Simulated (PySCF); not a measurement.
# C₂H₉ClGeSi₂: electronic excitations

Wanted: the electronic excitations of C₂H₉ClGeSi₂ (`Cl[C@@H]1[CH2][GeH2][SiH2][SiH2]1`), by calculation.

The runs use PySCF 2.14.0, with density-fitted response routines of our own; the level of theory stands in each step. All values are computed, except where a source is named. Atoms count from 0, in the outputs and in this text.

### 1 The starting structure

15 atoms, charge 0, multiplicity 1; geometry from: GFN2-xTB.

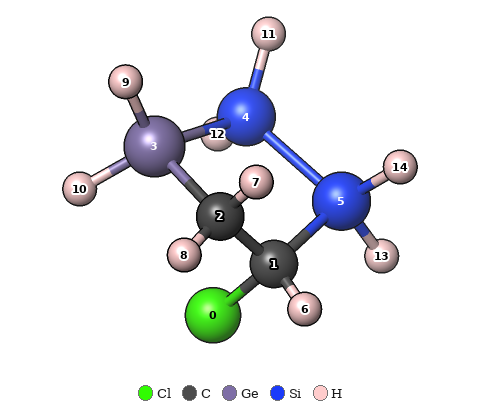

As it starts; chlorine green, carbon dark grey, germanium purple, silicon blue, hydrogen pink, atoms numbered.

### 2 TDDFT and polarisability: wB97X-D/def2-SVPD

What the job is given:

```
{"job": {"kind": "uv", "xc": "wB97X-D", "basis": "def2-SVPD", "nstates": 8, "ntriplets": 3}, "charge": 0, "multiplicity": 1}
Cl    -0.411284    -0.393561    -2.225486
C     -0.879978    -0.959179    -0.584104
C     -1.473111     0.228983     0.144479
Ge    -0.145404     1.724162     0.148670
Si     1.838438     0.467574     0.346981
Si     0.768346    -1.592983     0.185188
H     -1.621395    -1.745104    -0.741020
H     -1.712376    -0.077446     1.166755
H     -2.413129     0.531426    -0.322936
H     -0.556367     2.647227     1.280658
H     -0.394624     2.584431    -1.065319
H      2.515065     0.703079     1.626673
H      2.811811     0.764684    -0.705396
H      1.262459    -2.624000    -0.728358
H      0.407134    -2.251301     1.451303
```

With the program's defaults for keys left out, this is: TDDFT wB97X-D/def2-SVPD, vertical, gas phase, core orbitals frozen in the response.

Command:

```console
> OMP_NUM_THREADS=1 python probes_run.py task.json out
```

This one command runs all jobs of the session in turn.

The program printed:

```text
coarse grid: 59168 points
cycle   1  E = -3197.1698235847  dE = -1.136e-01  |g| = 4.363e-01  |ddm| = 4.645e+00
cycle   2  E = -3197.1888914231  dE = -1.907e-02  |g| = 3.920e-01  |ddm| = 1.087e+00
cycle   3  E = -3197.2118200405  dE = -2.293e-02  |g| = 3.435e-02  |ddm| = 4.922e-01
cycle   4  E = -3197.2121960545  dE = -3.760e-04  |g| = 1.850e-02  |ddm| = 1.185e-01
cycle   5  E = -3197.2122957293  dE = -9.967e-05  |g| = 5.042e-03  |ddm| = 4.287e-02
cycle   6  E = -3197.2123039726  dE = -8.243e-06  |g| = 1.505e-03  |ddm| = 1.264e-02
final grid: 119400 points
cycle   7  E = -3197.2115494241  dE = -4.410e-06  |g| = 1.505e-03  |ddm| = 1.855e-02
cycle   8  E = -3197.2115496803  dE = -2.562e-07  |g| = 1.439e-03  |ddm| = 5.130e-03
cycle   9  E = -3197.2115500953  dE = -4.150e-07  |g| = 1.575e-04  |ddm| = 1.949e-03
cycle  10  E = -3197.2115501107  dE = -1.537e-08  |g| = 7.968e-05  |ddm| = 6.026e-04
cycle  11  E = -3197.2115501138  dE = -3.162e-09  |g| = 2.618e-05  |ddm| = 2.510e-04
cycle  12  E = -3197.2115501141  dE = -2.615e-10  |g| = 7.411e-06  |ddm| = 6.719e-05
converged SCF energy = -3197.2115501141

Static polarisability (au): isotropic 120.710, principal 109.070 122.151 130.911

Singlet excitations
state   eV       nm        f      main configurations
  1   6.2720    197.7   0.01578   H->L+1 0.67, H->L 0.18
  2   6.5056    190.6   0.11528   H->L 0.65, H->L+1 0.21
  3   6.6946    185.2   0.07412   H-1->L 0.47, H->L+2 0.12
  4   7.0320    176.3   0.01593   H-1->L 0.24, H->L+2 0.19, H-2->L 0.16
  5   7.1286    173.9   0.01192   H-1->L+1 0.70, H->L+2 0.12
  6   7.2203    171.7   0.02036   H-2->L 0.47, H-1->L 0.12
  7   7.2944    170.0   0.00957   H-3->L 0.35, H-2->L+1 0.16
  8   7.3553    168.6   0.13516   H->L+2 0.27, H-1->L+2 0.26, H->L+3 0.12

Triplet excitations (Tamm-Dancoff, eV): 5.6644 5.8939 6.1462
```

Run time: 60 s. Hardware: 1 thread of Arm Neoverse V2, shared host; peak memory 0.97 GiB.

The orbitals next to the gap, with their largest atomic shares:

```tsv
orbital	eV	atoms
HOMO−3	-10.52	Cl0 42 %, Ge3 13 %, C2 12 %
HOMO−2	-10.37	Cl0 22 %, C2 16 %, Ge3 14 %
HOMO−1	-10.02	Cl0 35 %, Si5 14 %, C1 12 %
HOMO	-9.48	Si4 22 %, Ge3 18 %, Si5 13 %
LUMO	1.01	Si5 23 %, Si4 22 %, Ge3 17 %
LUMO+1	1.36	Si4 28 %, Si5 17 %, Ge3 15 %
LUMO+2	1.69	Si4 21 %, Ge3 18 %, Cl0 15 %
```

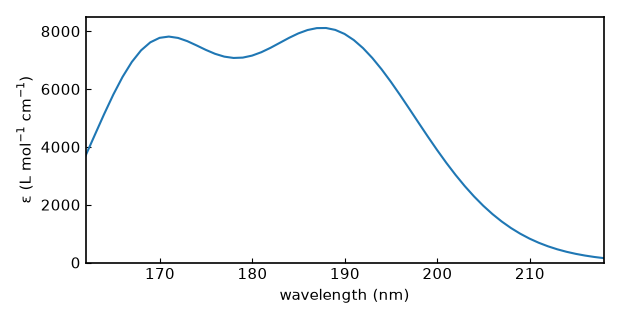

Absorption spectrum: each of the 8 states is a Gaussian band of 0.4 eV half-width at 1/e. Beyond the last state computed it falls off for lack of states.

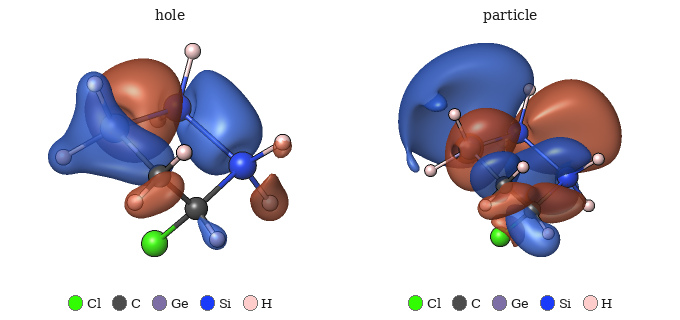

Leading natural transition orbitals of singlet state 8: the electron leaves the hole (left) for the particle orbital (right).

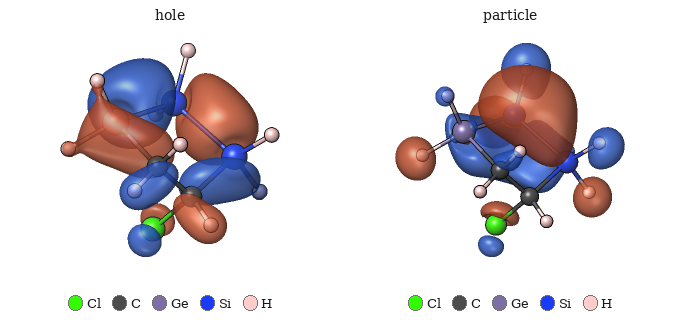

Leading natural transition orbitals of singlet state 1: the electron leaves the hole (left) for the particle orbital (right).

Ground-state properties from the same run:

```tsv
property	computed
dipole moment (D)	1.60
polarisability (Å³)	17.89
HOMO–LUMO gap (eV)	10.49
−ε(HOMO) (eV)	9.48
```

The fields below are evaluated on a grid from the run's orbitals.

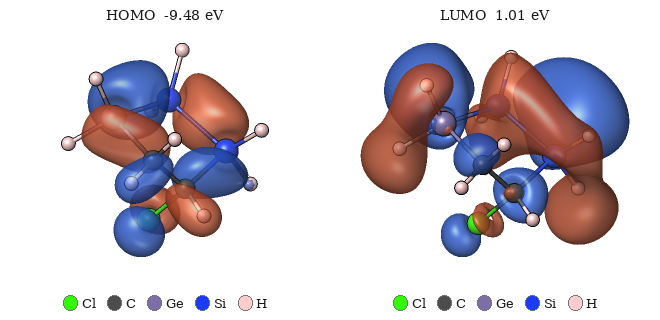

wB97X-D/def2-SVPD orbitals near the gap, drawn at the value that encloses 70 % of each; the two colours are the two signs.

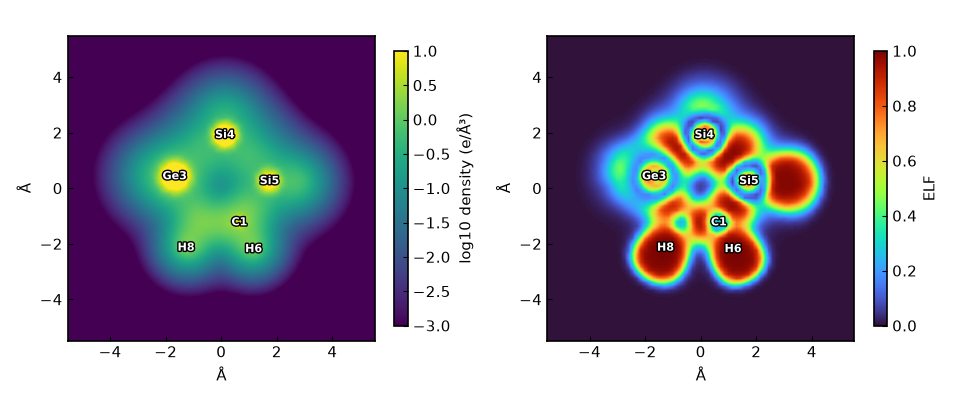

Density (left) and ELF (right) in a plane through or near 6 of the atoms.

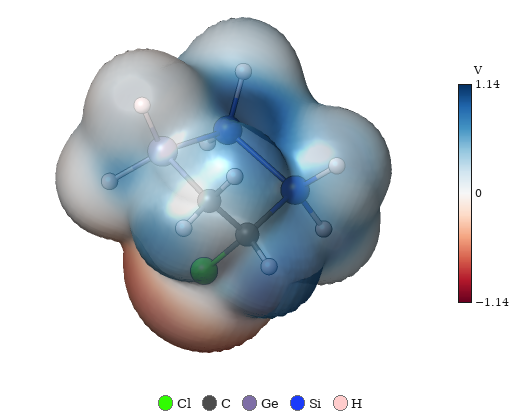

The potential that a unit positive charge feels on the 0.002 e/bohr³ surface, from -0.65 V near Cl0 to 1.14 V near H7.

### 3 What came out

```
                                quantity                        value
      lowest singlet (wB97X-D/def2-SVPD)  6.27 eV (198 nm), f = 0.016
brightest single state of those computed  state 8, 7.36 eV, f = 0.135
                          lowest triplet                      5.66 eV
   surface potential, least and greatest           -0.65 V and 1.14 V
```

**Reading.** The first singlet state (HOMO→LUMO+1 0.67, HOMO→LUMO 0.18) lies at 6.27 eV and is weak; of the 8 states computed, the strongest absorption comes from state 8 at 7.36 eV (the last computed, so partners may be missing). The lowest triplet lies 0.61 eV below the lowest singlet (triplets in Tamm-Dancoff, singlets in full TDDFT).
